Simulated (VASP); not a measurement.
Band structure of Co₃Si (space group P6_3/mmc). All values below come from r2SCAN meta-GGA, VASP's PBE PAW potentials (set 64) (plane waves; VASP 6.6.1).

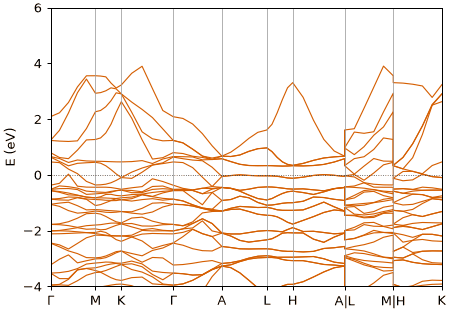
*Bands along high-symmetry lines, zero at the valence-band maximum or, without a gap, the Fermi level*

Task: Read the plot: is there a gap, and where are the band edges?

Result: It has no gap at this level: it comes out as a metal or semimetal.

The structure comes from a computed database's Co3Si entry (P6_3/mmc); how it stands against other phases isn't given here. It was relaxed first, which changed the volume by -5 %. The run is not spin-polarised, so no magnetic state was tried.
